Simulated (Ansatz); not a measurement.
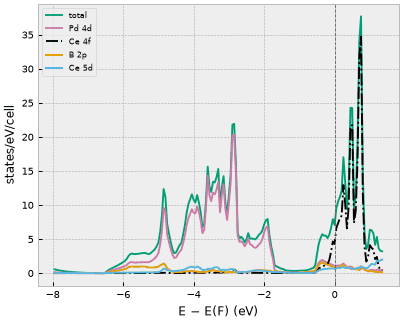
Total and projected density of states of CeBPd3 (cubic perovskite, Pm-3m), PBE (plane waves, PAW; program Ansatz)

Question: Which orbitals carry the states next to the Fermi level?

Answer: Within 0.5 eV of the Fermi level: Ce 4f 65 %, Pd 4d 13 %, B 2p 10 %, Ce 5d 7 %. Projections are on Löwdin-orthogonalised atomic valence shells; empty p or d shells of many metals are not among them.

Question: Where is the tallest occupied peak in this window, and what makes it?

Answer: Near -2.8 eV, about 22 states/eV per cell; the largest projected share is Pd 4d.

The workflow started from an entry of the Crystallography Open Database (COD). Its standing as an ambient phase is unchecked. The cell keeps a stress of up to 0.2 GPa. The PBE relaxation kept the symmetry of its start; its stability against distortions is not shown here. Magnetic state: ferromagnetic, the only order run, not a proven ground state. The 4f shell is in the valence, and the state reached may lie above the lowest one. No Hubbard U is applied. Spin–orbit coupling is left out wherever it is not named.

Potentials: the later of the program's two PAW sets.
